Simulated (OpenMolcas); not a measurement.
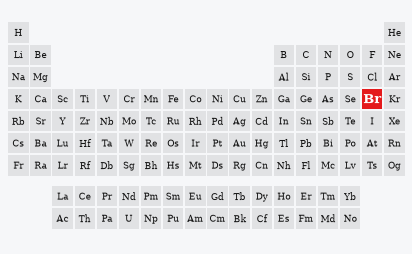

**Figure 1.** The place of bromine in the periodic table.

## Multiconfigurational calculation for Br⁺

- system: Br⁺.
- method: state-averaged MS-RASPT2, IPEA shift 0.25, imaginary shift 0.1 hartree, semicore shells correlated, active space 6 electrons in the shells 4s 4p 4d; RAS3 4d with at most 2 electrons, basis ANO-RCC-VTZP, DKH2 scalar Hamiltonian, spin-orbit coupling by RASSI with atomic mean-field integrals (OpenMolcas)

### Input file
```
&GATEWAY
Coord
1

Br 0.0 0.0 0.0
Basis=ANO-RCC-VTZP
Group=XYZ
NoMove
AngMom=0.0 0.0 0.0
AMFI
&SEWARD
&RASSCF
FileOrb=start.orb
Symmetry=1
Spin=3
nActEl=6 0 0
Inactive=8 6
Ras2=1 3
CIRoot=3 3 1
SDav=3
CIMx=300
Iter=120 100
PrWF=0.3
OrbListing=Nothing
MaxOrb=0
Atom
>>> COPY $Project.JobIph JOBPRE
&RASSCF
FileOrb=start.orb
Symmetry=1
Spin=3
nActEl=6 0 2
Inactive=8 6
Ras2=1 3
Ras3=5 0
CIRoot=3 3 1
SDav=333
CIMx=300
Iter=120 100
PrWF=0.3
OrbListing=Nothing
MaxOrb=0
Thrs=2.0e-7 1.0e-1 5.0e-4
Atom
>>> COPY $Project.JobIph JOB001
&RASSCF
FileOrb=start.orb
Symmetry=1
Spin=1
nActEl=6 0 2
Inactive=8 6
Ras2=1 3
Ras3=5 0
CIRoot=6 6 1
SDav=292
CIMx=300
Iter=120 100
PrWF=0.3
OrbListing=Nothing
MaxOrb=0
Thrs=2.0e-7 1.0e-1 5.0e-4
Atom
>>> COPY $Project.JobIph JOB002
&RASSI
NrOfJobIphs=2 3 6
1 2 3
1 2 3 4 5 6
IphNames
JOB001
JOB002
EJob
SpinOrbit
DIPRint=1.0
SOCoupling=1000.0
Subsets=2
MEES
Property=10
'ANGMOM' 1 'ANGMOM' 2 'ANGMOM' 3 'MLTPL  1' 1 'MLTPL  1' 2 'MLTPL  1' 3
'AMFI' 1 'AMFI' 2 'AMFI' 3 'MLTPL  2' 6
SOProperty=3
'ANGMOM' 1 'ANGMOM' 2 'ANGMOM' 3
>>> COPY JOB001 $Project.JobIph
&CASPT2
Multistate=3 1 2 3
Frozen=3 6
IPEA=0.25
Imaginary=0.1
MaxIter=60
WThr=0.0 0.3 0.05
PrWF=0.5
NoMix
Deleted=9 9
```

The file start.orb holds starting orbitals from an earlier step.

Command:
```bash
OMP_NUM_THREADS=1 MOLCAS_MEM=2252 MOLCAS_PROJECT=a pymolcas a.inp > a.log  # once for each step of the input, in one work folder
```

### The program's output (extracts)
```
|    MOLCAS_STRUCTURE = 0
  |
   -----------------------------------------------------------------------------------------
++ ---------   Input file   ---------
>>> COPY JOB001 $Project.JobIph
&CASPT2
Multistate=3 1 2 3
Frozen=3 6
IPEA=0.25
Imaginary=0.1
MaxIter=60
WThr=0.0 0.3 0.05
PrWF=0.5
NoMix
Deleted=9 9
-- ----------------------------------
>>> COPY JOB001 a.JobIph
*** symbolic link created: INPORB -> a.RasOrb
--- Start Module: caspt2 at  ---
()()()()()()()()()()()()()()()()()()()()()()()()()()()()()()()()()()()()()()()()()()()()()()()()()()
                                              &CASPT2
                                   only a single process is used
                       available to each process: 2.3 GB of memory, 1 thread
()()()()()()()()()()()()()()()()()()()()()()()()()()()()()()()()()()()()()()()()()()()()()()()()()()
 ###    WARNING: User changed nr of frozen orbitals.                         ###
 ###    ERROR: Too many deleted orbitals!                                    ###
--- Stop Module: caspt2 at  /rc=_RC_INPUT_ERROR_ ---
.####################.
.# User input error #.
.####################.
```

### What the run reported

- outcome: refused by the program
- hardware: 1 thread of Intel Xeon (Granite Rapids), 64 GiB of memory available, shared host

### Diagnosis

One thing in this input was made wrong on purpose: most virtuals deleted. The program refused the input; the driver noted: spin 3 odd left out: above the window. Limits: multiplicity 1 odd left out: above the window; CASPT2 multiplicity 3: _RC_INPUT_ERROR_.
